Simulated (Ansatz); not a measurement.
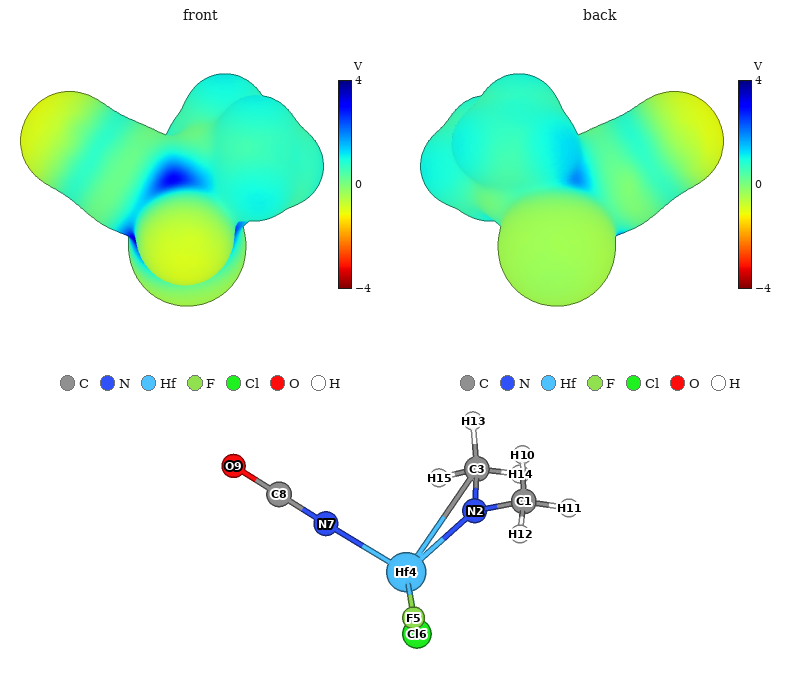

Figure 1: C₃H₆ClFHfN₂O. The electrostatic potential painted on the density surface at 0.002 e/bohr³, seen from the front and from behind; red is negative and blue positive. The bare structure is drawn below in the same view.

Geometry: PBE0-D4/def2-TZVP; core potentials replace the inner electrons of Hf.

Theory: Ansatz 0.2.0, RKS PBE0-D4/def2-TZVPP.

| atom | x (Å) | y (Å) | z (Å) |
| --- | --- | --- | --- |
| C | 0.2008 | 1.4533 | 1.5343 |
| N | 0.0303 | 0.2757 | 0.7174 |
| C | 1.0471 | -0.7318 | 0.9336 |
| Hf | -1.3825 | -0.1639 | -0.6200 |
| F | -2.5196 | 1.3554 | -0.7328 |
| Cl | -2.5086 | -2.1007 | 0.1281 |
| N | -0.4318 | -0.5669 | -2.3808 |
| C | 0.1446 | -0.7919 | -3.4100 |
| O | 0.7028 | -1.0110 | -4.4085 |
| H | 1.1659 | 1.9373 | 1.3355 |
| H | 0.1671 | 1.2031 | 2.6026 |
| H | -0.5881 | 2.1813 | 1.3337 |
| H | 2.0473 | -0.3489 | 0.6944 |
| H | 1.0488 | -1.0812 | 1.9737 |
| H | 0.8760 | -1.6100 | 0.2988 |

> Where is the surface potential most negative and most positive?

The most negative region (about −1.0 V) lies over O9, the most positive (about +3.4 V) over Hf4. O9 is the likeliest acceptor of a hydrogen bond.
